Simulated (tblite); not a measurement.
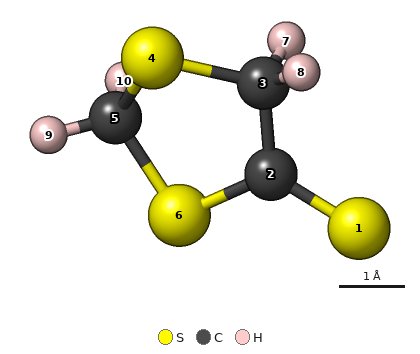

Fig. 1: The input geometry (ball-and-stick view, seen at a tilt; atoms are numbered from 1 in the order of the input).

C₃H₄S₃: molecular dynamics (part 1 of 2)

The run: molecular dynamics of C₃H₄S₃, SMILES S=C1CSCS1. Method and program: GFN2-xTB Langevin dynamics, gas phase (tblite 0.8.0).

Input
```
{"job": {"dt": 1.5, "steps": 8000, "equilibration": 400, "friction": 0.005, "h_mass": 4.0, "temperature": 500, "xc": "GFN2-xTB", "basis": "xTB", "kind": "md"}, "charge": 0, "multiplicity": 1}
S      2.659501    -1.061201    -0.380160
C      1.121735    -0.576140    -0.193710
C      0.771565     0.718603     0.471350
S     -0.902482     0.625757     1.166189
C     -1.519684    -0.275282    -0.274547
S     -0.241739    -1.481015    -0.777072
H      0.805634     1.528539    -0.265084
H      1.471354     0.944000     1.274461
H     -2.426066    -0.810671    -0.006518
H     -1.704288     0.406027    -1.105020
```

The first line tells a small driver script what to run in tblite; the rest is the geometry in Å.

Run on 1 CPU thread, shared host.

Command:
```bash
OMP_NUM_THREADS=1 python <driver script> task.json out
```

The program's output
```
t/fs     T/K   E - E0/eV
     0.0    386.5    -0.0000
   525.0    463.4     0.7430
  1050.0    514.3     0.4112
  1575.0    382.0     0.5893
  2100.0    616.5     0.5913
  2625.0    478.3     0.4013
  3150.0    594.7     0.2599
  3675.0    476.8     0.7343
  4200.0    384.3     0.6104
  4725.0    306.7     0.4404
  5250.0    620.2     0.3859
  5775.0    764.3     0.5253
  6300.0    408.4     0.4643
  6825.0    519.0     0.3392
  7350.0    650.9     0.2437
  7875.0    414.2     0.5405
  8400.0    427.1     0.5916
  8925.0    529.2     0.4744
  9450.0    716.4     0.6622
  9975.0    360.3     0.4940
 10500.0    697.3     0.5903
 11025.0    520.9     1.0363
 11550.0    304.4     0.4947
 12075.0    350.0     0.3008
 12600.0    410.3     0.5570
```

Trajectory as extended XYZ (Å, eV, eV/Å), 25 frames, from step=0 to step=8400
```
10
Properties=species:S:1:pos:R:3:forces:R:3 step=0 time_fs=0.0 energy=-494.48996 temperature=386.5
S     2.6595   -1.0612   -0.3802    0.0010  -0.0020  -0.0020
C     1.1217   -0.5761   -0.1937    0.0000  -0.0010   0.0020
C     0.7716    0.7186    0.4713    0.0020   0.0000  -0.0010
S    -0.9025    0.6258    1.1662    0.0000  -0.0010   0.0000
C    -1.5197   -0.2753   -0.2745   -0.0020   0.0020   0.0000
S    -0.2417   -1.4810   -0.7771    0.0030   0.0010   0.0010
H     0.8056    1.5285   -0.2651   -0.0010   0.0010  -0.0010
H     1.4714    0.9440    1.2745   -0.0010   0.0000   0.0020
H    -2.4261   -0.8107   -0.0065   -0.0010  -0.0020   0.0010
H    -1.7043    0.4060   -1.1050   -0.0010   0.0010  -0.0020
10
Properties=species:S:1:pos:R:3:forces:R:3 step=350 time_fs=525.0 energy=-493.74691 temperature=463.4
S     2.5205   -1.5910   -1.1769   -1.6500   1.1880   1.0960
C     1.2947   -0.7541   -0.3868    0.0810  -0.4380  -0.2750
C     1.0949    0.7530   -0.4484    2.0040  -0.0490  -0.6290
S     0.1302    1.3832    0.9682   -0.8260  -1.1050  -0.3650
C    -1.0882   -0.1128    1.0835    3.1330  -0.2290  -0.3730
S     0.0159   -1.5847    0.5700    0.3180   1.1120  -0.8870
H     0.6653    1.0706   -1.3939   -0.8370  -0.3320  -0.1420
H     2.1327    1.2708   -0.6170   -1.4210  -0.7990   1.1990
H    -1.1257   -0.3762    2.1193   -0.7190   0.4390   0.5600
H    -2.0006   -0.0775    0.5248   -0.0830   0.2140  -0.1840
10
Properties=species:S:1:pos:R:3:forces:R:3 step=700 time_fs=1050.0 energy=-494.07880 temperature=514.3
S     1.0483   -2.8227   -1.1249    0.7030  -0.1600  -0.5330
C     0.4532   -1.7698   -0.0719   -1.0280  -0.1310  -0.1820
C     0.9224   -0.3638    0.1806   -1.2260   0.5060  -0.8640
S     0.5609   -0.0620    1.8949   -0.4880   0.0440   0.6340
C    -1.1171   -0.8587    1.7627   -0.0840   2.3640   0.8590
S    -1.0375   -2.3025    0.7880    1.0110  -0.0800  -0.6750
H     0.3094    0.4340   -0.4304    1.0600  -1.4500   0.6580
H     1.9897   -0.2453    0.0247   -0.0370  -0.0390  -0.2380
H    -1.3229   -1.0269    2.8167   -0.4830  -0.2550  -0.0810
H    -1.8190   -0.0844    1.3300    0.5710  -0.8000   0.4220
10
Properties=species:S:1:pos:R:3:forces:R:3 step=1050 time_fs=1575.0 energy=-493.90068 temperature=382.0
S     0.6824   -2.4094   -1.2236    1.0330  -2.2300  -1.9640
C     0.3268   -1.2477   -0.2302    0.1950   1.3730   0.0060
C     0.9122    0.0914   -0.2934    0.4920   0.4110   1.8530
S     0.7625    0.8473    1.3909    1.6250   0.0650   0.2320
C    -0.9280    0.3660    1.3509   -0.4990  -0.0470   0.8500
S    -0.9171   -1.3956    0.8539   -2.1680  -0.3070   1.7520
H     0.3743    0.7781   -0.8586   -1.2480   0.9710  -1.4770
H     1.9018    0.1210   -0.6400    1.4800  -0.2010  -0.2590
H    -1.4400    0.5002    2.3340    0.3240  -0.0290  -0.9950
H    -1.2613    0.9727    0.5235   -1.2330  -0.0040   0.0020
10
Properties=species:S:1:pos:R:3:forces:R:3 step=1400 time_fs=2100.0 energy=-493.89861 temperature=616.5
S     0.4950   -2.1550   -0.1554    0.1660   2.6140   0.6680
C     0.4777   -0.5415    0.3632   -0.8200  -0.9190   0.7450
C     1.4744    0.5379    0.2233    1.6860   0.1960  -2.8730
S     1.4348    1.9126    1.4199    0.5070  -0.5230   0.1960
C    -0.3441    1.8730    1.5754   -0.6090  -0.1490  -1.0400
S    -0.8600    0.1129    1.3381   -0.2030  -0.3320  -0.3080
H     1.2535    1.0703   -0.8421    0.5750  -1.1320   1.8590
H     2.5471    0.0991    0.1706   -1.5850   0.8350   0.0660
H    -0.7268    2.1766    2.5322    0.1870   0.0380   0.5120
H    -0.7941    2.5488    0.8146    0.0960  -0.6280   0.1770
10
Properties=species:S:1:pos:R:3:forces:R:3 step=1750 time_fs=2625.0 energy=-494.08862 temperature=478.3
S    -0.6516   -0.2764   -0.9302   -0.1990  -0.1220   0.3530
C     0.4698    0.2431    0.1229    0.4140   0.2040   0.1560
C     1.8596    0.4541   -0.4081   -0.5120  -0.5890  -1.9510
S     3.0681    1.2640    0.6495   -0.0870  -0.3740   0.0320
C     1.8120    1.7226    1.8154   -0.7780   0.4000   2.4500
S     0.3006    0.6714    1.7980    0.2070  -0.0090  -0.4630
H     1.6709    1.0428   -1.3539    0.6260  -0.3600   0.7000
H     2.2242   -0.5605   -0.7404   -0.0100   0.9250   0.3300
H     2.1071    1.6910    2.9013    0.4070  -0.3550  -0.9200
H     1.4633    2.7471    1.7395   -0.0680   0.2790  -0.6870
10
Properties=species:S:1:pos:R:3:forces:R:3 step=2100 time_fs=3150.0 energy=-494.23009 temperature=594.7
S    -0.4490   -0.1881   -0.2308   -0.0180   0.2580  -0.0940
C     1.0366    0.4208    0.0746   -0.1070  -1.2670  -0.4140
C     2.1637    0.1610   -0.8891    0.3320   0.4360   0.8940
S     3.7654    0.1990    0.0315   -0.1820  -0.7810  -0.7680
C     3.2314    1.3761    1.2443   -0.0990   0.3060   0.3310
S     1.4212    1.1289    1.5768    0.4010   0.0110   0.7160
H     2.1950    0.9857   -1.5680    0.0340   0.6710  -0.6740
H     2.0708   -0.7484   -1.4694   -0.0640  -0.2140   0.2260
H     3.9364    1.2092    2.0980   -1.0250   0.5540  -0.4520
H     3.1859    2.3866    0.8295    0.7280   0.0260   0.2340
10
Properties=species:S:1:pos:R:3:forces:R:3 step=2450 time_fs=3675.0 energy=-493.75569 temperature=476.8
S     0.2318   -1.6579   -0.1209    1.9160   0.8850   0.7660
C     1.7039   -0.9102    0.2902   -2.1190  -0.0960  -1.8230
C     2.4795   -0.1974   -0.8071   -0.2500  -1.8990  -0.5560
S     4.2171   -0.7706   -0.5687   -0.4900   1.2200   1.5870
C     3.9816    0.0542    1.1362   -0.2070   0.1080   0.4590
S     2.3985   -0.7359    1.8235    0.7260   0.4850  -0.1800
H     2.5292    0.8559   -0.7164   -0.2280   1.0700   0.2910
H     2.0546   -0.4284   -1.8071    0.4440  -0.1740   0.5950
H     4.6670   -0.2190    1.9904   -0.1450   0.4950  -1.4740
H     3.8332    1.2061    0.9967    0.3530  -2.0940   0.3360
10
Properties=species:S:1:pos:R:3:forces:R:3 step=2800 time_fs=4200.0 energy=-493.87951 temperature=384.3
S     1.1343   -3.1477   -0.6959   -1.8170  -1.8630  -1.1480
C     2.0845   -2.3413    0.2463    2.4010   1.9960   0.2730
C     2.2039   -0.8434   -0.0257    0.4850  -0.6460   0.7880
S     3.8993   -0.1949    0.2036   -0.1990   0.3240  -1.6460
C     4.2188   -1.3574    1.4609    1.1040  -0.4170   2.4230
S     3.3133   -2.9331    1.3739   -0.8760   0.3700  -0.3110
H     1.7933   -0.3989    0.8438   -1.3300   0.6980   0.6920
H     1.7158   -0.5381   -0.9416    0.1760   0.0200  -0.0210
H     5.2439   -1.7089    1.3626    0.3680   0.2210   0.0250
H     4.1556   -0.8733    2.4961   -0.3120  -0.7030  -1.0750
10
Properties=species:S:1:pos:R:3:forces:R:3 step=3150 time_fs=4725.0 energy=-494.04951 temperature=306.7
S     0.9008   -3.3071    0.2138    0.8390   0.6080   0.9480
C     2.1359   -2.6908    1.1605   -0.7250  -0.0980  -1.2560
C     2.5973   -1.2565    0.9882   -0.3080  -0.7620   0.2780
S     4.3920   -1.1522    1.3523   -0.0840  -0.9640   0.7720
C     4.4240   -2.6118    2.6043   -0.2380   0.3330  -2.3240
S     3.0781   -3.7401    2.1210    0.2560  -0.1750   0.3340
H     2.1131   -0.5951    1.7395   -0.0350  -0.2880  -0.7050
H     2.3327   -1.0433   -0.0726    0.4820   0.5130   0.8750
H     5.3725   -3.1101    2.5305    0.4230  -0.2710  -0.6270
H     4.3411   -2.3851    3.6120   -0.6110   1.1030   1.7030
10
Properties=species:S:1:pos:R:3:forces:R:3 step=3500 time_fs=5250.0 energy=-494.10410 temperature=620.2
S     1.7076   -5.4518    0.0508   -0.0350   0.5650   0.3250
C     2.2357   -4.1168    0.8325    0.3290  -0.0130  -0.1920
C     1.8213   -2.7067    0.4544   -0.7940   0.2230   0.1220
S     3.2927   -1.5949    0.6358   -0.7480  -0.6880   0.3180
C     3.8151   -2.3978    2.1844    0.7980  -1.0090  -0.4550
S     3.5255   -4.2502    2.0730   -1.2410   1.0890  -0.8320
H     0.9385   -2.3117    1.0298    0.9970  -0.4090   0.4580
H     1.3566   -2.6110   -0.5480    0.9980  -0.4400   0.0410
H     4.9243   -2.4252    2.1666   -0.6410   0.7220   0.5050
H     3.3195   -2.0039    3.0766    0.3370  -0.0400  -0.2900
10
Properties=species:S:1:pos:R:3:forces:R:3 step=3850 time_fs=5775.0 energy=-493.96465 temperature=764.3
S     1.2305   -5.8791    2.5525   -0.0140  -1.8370   0.5200
C     1.4494   -4.3643    2.1400   -0.7800   1.2780  -0.3150
C     1.0300   -3.8656    0.8103    0.5250  -1.1300  -1.0250
S     1.2879   -2.1082    0.5913   -0.2630   0.5530  -0.0740
C     2.1749   -1.7716    2.2031    0.4970   0.5920  -2.1080
S     1.7865   -3.1262    3.2583    1.0360   0.0890   1.6110
H    -0.0251   -4.1639    0.6059    0.6810   0.3530   0.0510
H     1.7067   -4.4279    0.1124   -0.6690   0.4610  -0.0190
H     3.2051   -1.4796    1.8265   -0.6900  -0.9630   1.0970
H     1.7358   -0.8960    2.6295   -0.3240   0.6030   0.2610
10
Properties=species:S:1:pos:R:3:forces:R:3 step=4200 time_fs=6300.0 energy=-494.02566 temperature=408.4
S     1.1012   -5.2204    2.4091    0.9580  -3.1070   0.9970
C     0.5487   -3.8952    1.8007   -0.9040   2.1450  -0.3270
C     1.4791   -2.9824    1.1172   -0.2520   1.1040  -1.2330
S     0.4637   -1.4463    0.5698    1.0940  -0.7690   0.2780
C    -0.7264   -1.5176    1.9365    0.0330  -0.0370  -0.1130
S    -1.0288   -3.2755    2.2499   -0.3220  -0.1810  -0.0460
H     2.0661   -3.4577    0.2635   -1.0590   0.7040   0.8470
H     2.2028   -2.6539    1.8549    0.2270   0.2970   0.0400
H    -0.4859   -1.0362    2.8910    0.5460  -0.0740  -0.2890
H    -1.6187   -1.0325    1.5636   -0.3210  -0.0820  -0.1550
10
Properties=species:S:1:pos:R:3:forces:R:3 step=4550 time_fs=6825.0 energy=-494.15076 temperature=519.0
S    -1.5543   -5.4924    2.4577   -0.1880   0.4130  -0.2050
C    -1.2031   -4.0185    1.8512    0.3180   0.1260   0.2530
C     0.1794   -3.7537    1.3453   -1.4130   0.8870  -1.3220
S     0.2643   -2.1618    0.4565    1.2810  -0.3980  -1.3850
C    -1.0795   -1.3189    1.1757   -0.8540  -0.4860   1.3160
S    -2.2260   -2.5948    1.9381    0.1110  -0.0790  -0.2710
H     0.5151   -4.4278    0.5803    0.1120  -0.7700   0.0090
H     0.8615   -3.6394    2.1182    1.2310  -0.2980   1.5960
H    -0.7070   -0.7198    2.0111   -0.4060   0.2900  -0.1750
H    -1.6038   -0.7921    0.3909   -0.1910   0.3150   0.1830
```
